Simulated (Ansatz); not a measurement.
The parent structure is MgSe in the rock salt structure (space group Fm-3m, No. 225; a = 5.472 Å). Axes: x, y, z lie along the cube axes.

Modification: the cell is compressed by 3.00 % along z with no lateral relaxation, atoms relaxed at fixed cell.

Computed with DFT with r2SCAN, PAW potentials and a 500 eV plane-wave cutoff in Ansatz (a first-principles code), no SOC.

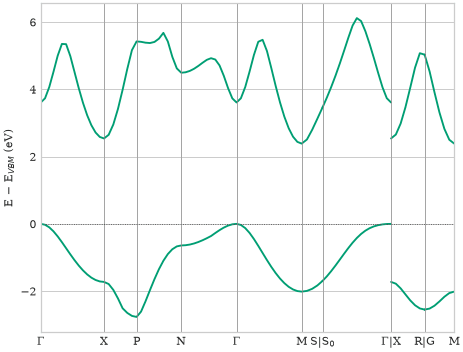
Highest valence and lowest conduction band along the path of the changed cell's own zone

Question: Read the changed gap and its character from the plot.

Answer: About 2.4 eV, indirect, Γ → M.

The cells carry an imposed strain or load. Whether these cells are dynamically stable was not tested. k-point labels follow each cell's own Brillouin zone.
